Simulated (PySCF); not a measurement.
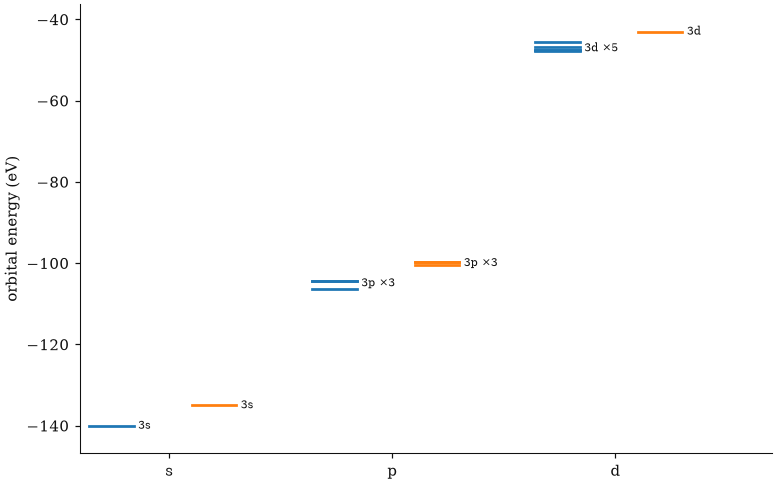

Figure 1. Orbital energies of the mean field, from the top down to −140.1 eV, by angular momentum, α spin at the left of each column and β at the right; ×n counts the orbitals under one label. The highest filled orbital is 3d β at −43.0 eV, the lowest empty one d β at −42.8 eV.

## Run report: Co³⁺, atomic calculation

System: Co³⁺, configuration 1s2 2s2 2p6 3s2 3p6 3d6, multiplicity 5.
Method: unrestricted revPBE, def2-TZVPPD, non-relativistic, point nucleus (PySCF).

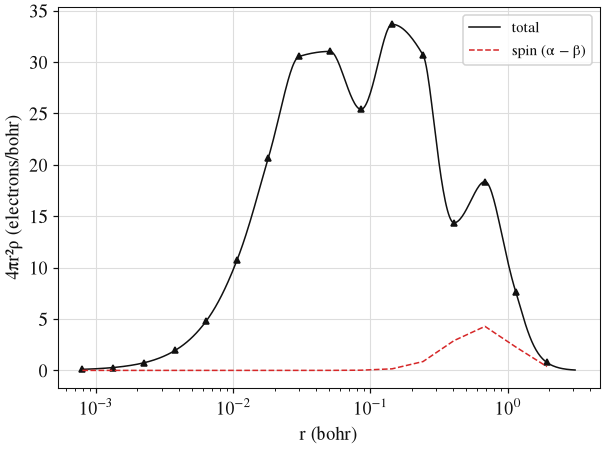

Figure 2. Spherically averaged radial density 4πr²ρ of the mean field and its spin part; markers are the stored points, which are sparse, and the line is a monotone interpolation between them. The largest stored value is 33.7 electrons/bohr at r = 0.14 bohr. Root-mean-square radii of the shells: 1s 0.0659, 2p 0.250, 2s 0.281, 3s 0.834, 3p 0.878, 3d 1.05 bohr.

Input and output of the run follow.

The input:
```python
from pyscf import gto, scf, dft, mp, cc
import basis_set_exchange as bse
mol = gto.M(atom="Co 0 0 0", charge=3, spin=4, symmetry="D2h",
            basis=gto.basis.parse(bse.get_basis("def2-TZVPPD", elements=["Co"], fmt="nwchem")))
mf = dft.UKS(mol, xc="PBE_R,PBE")
mf.irrep_nelec = {'Ag': (5, 3), 'B1g': (1, 1), 'B2g': (1, 0), 'B3g': (1, 0), 'B1u': (2, 2), 'B2u': (2, 2), 'B3u': (2, 2)}
mf.kernel()
```

The script is an equivalent of what the driver set up; the driver started from orbitals of its own, so the log can be shorter than this script's would be, and it computed the properties (radii, ⟨L²⟩, response) afterwards. It held the occupations shell by shell, which the script's counts by irreducible representation don't always enforce.

Output (extracts):
```
damping factor = 0
level_shift factor = 0
DIIS = <class 'pyscf.scf.diis.CDIIS'>
diis_start_cycle = 1
diis_space = 10
diis_damp = 0
SCF conv_tol = 1e-09
SCF conv_tol_grad = None
number electrons alpha = 14  beta = 10
XC functionals = PBE_R,PBE
    Y. Zhang and W. Yang.,  Phys. Rev. Lett. 80, 890 (1998)
    J. P. Perdew, K. Burke, and M. Ernzerhof.,  Phys. Rev. Lett. 77, 3865 (1996)
    J. P. Perdew, K. Burke, and M. Ernzerhof.,  Phys. Rev. Lett. 78, 1396 (1997)
cycle= 1 E= -1380.42944861409  delta_E= -0.00867  |g|= 0.0594  |ddm|= 0.108
cycle= 2 E= -1380.42935956917  delta_E= 8.9e-05  |g|= 0.0658  |ddm|= 0.0392
cycle= 3 E= -1380.43004527895  delta_E= -0.000686  |g|= 0.00136  |ddm|= 0.0208
cycle= 4 E= -1380.43004551082  delta_E= -2.32e-07  |g|= 9.82e-05  |ddm|= 0.000414
cycle= 5 E= -1380.43004551344  delta_E= -2.62e-09  |g|= 1.61e-05  |ddm|= 6.16e-05
cycle= 6 E= -1380.43004551349  delta_E= -4.98e-11  |g|= 1.31e-06  |ddm|= 6.27e-06
converged SCF energy = -1380.43004551349  <S^2> = 6.0009119  2S+1 = 5.0003647
```

Key numbers:

- outcome: converged
- total energy: −1380.4300 hartree
- kinetic energy: 1378.5869 hartree
- ⟨S²⟩: 6.001
- ⟨L²⟩: 6.01
- static polarisability: 1.58 bohr³
- C₆ of the like pair: 3.59 hartree bohr⁶
- SCF iterations: 6
- hardware: 1 CPU thread, shared host
- CPU time: 7.6 s (integrals apart)
